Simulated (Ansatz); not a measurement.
The relaxed structure here is a generated cell of BP: the first start was made by placing the elements on the sites of a structure type, and the end was not matched to a known phase here, so it may be hypothetical. Known forms of BP include space group No. 216.

The end point of a relaxation of BP. Space group Pnma (No. 62). These are PBE (plane waves to 420 eV, PAW, scalar-relativistic; Ansatz, a program for electronic structure) values and carry that method's errors.

```cif
data_B4P4
_chemical_formula_sum 'B4 P4'
_space_group_name_H-M_alt 'P 1'
_space_group_IT_number 1
_cell_length_a 6.28998
_cell_length_b 3.23837
_cell_length_c 5.39005
_cell_angle_alpha 90.000
_cell_angle_beta 90.000
_cell_angle_gamma 90.000
loop_
_space_group_symop_operation_xyz
  'x, y, z'
loop_
_atom_site_label
_atom_site_type_symbol
_atom_site_fract_x
_atom_site_fract_y
_atom_site_fract_z
_atom_site_occupancy
B1 B 0.66161 0.75000 0.89893 1
B2 B 0.83839 0.25000 0.39893 1
B3 B 0.33839 0.25000 0.10107 1
B4 B 0.16161 0.75000 0.60107 1
P1 P 0.33872 0.75000 0.89289 1
P2 P 0.16128 0.25000 0.39289 1
P3 P 0.66128 0.25000 0.10711 1
P4 P 0.83872 0.75000 0.60711 1
```

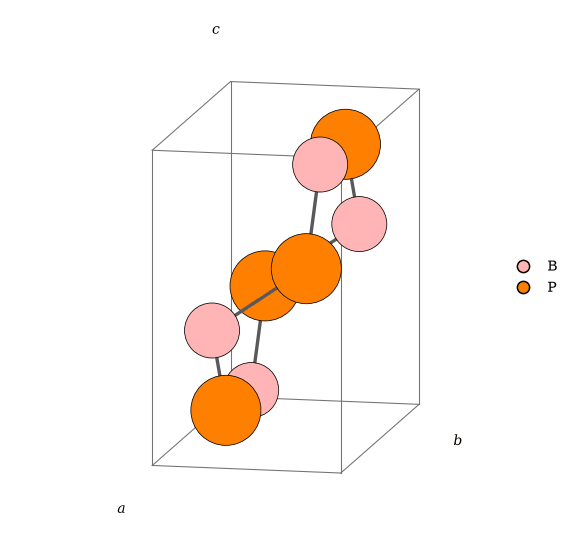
Figure. The conventional cell of the relaxed structure

Volume per atom: 13.72 Å³
Band gap: 0.69 eV, indirect (valence top at Γ, conduction bottom at U) (no spin-orbit coupling)
Smallest direct gap: 1.13 eV at Γ
Shortest distances: B–P 1.93 Å; B–B 2.82 Å; P–P 2.84 Å
k-mesh: 5×10×6

Band energies at high-symmetry points (eV from the VBM; labels of this space group; no spin-orbit coupling), from −5 eV up to 3.5 eV:

```json
[
 {"point": "Γ", "energies": "-4.52 -2.99 -2.21 -1.19 -1.04 -0.78 0.00 1.13 1.61 1.64 2.94"},
 {"point": "X", "energies": "-4.01 -4.01 -2.94 -2.94 -2.43 -2.43 -0.89 -0.89 1.20 1.20 2.64 2.64"},
 {"point": "S", "energies": "-3.09 -3.09 -3.09 -3.09 2.78 2.78 2.78 2.78"},
 {"point": "Y", "energies": "-4.25 -4.25 -4.09 -4.09 -2.98 -2.98 1.37 1.37 3.44 3.44"},
 {"point": "Z", "energies": "-4.01 -4.01 -3.87 -3.87 -3.63 -3.63 -2.53 -2.53 -1.36 -1.36 1.25 1.25 2.21 2.21"},
 {"point": "U", "energies": "-3.83 -3.83 -3.37 -3.37 -1.66 -1.66 -1.48 -1.48 0.69 0.69 2.74 2.74"},
 {"point": "R", "energies": "-4.15 -4.15 -4.15 -4.15 -3.31 -3.31 -3.31 -3.31 2.75 2.75 2.75 2.75"},
 {"point": "T", "energies": "-2.46 -2.46 -1.50 -1.50 2.15 2.15 3.46 3.46"}
]
```

No spin polarisation in the result.

The run could not lose the symmetry of its start: the end is stationary, and may be a saddle point rather than a minimum.
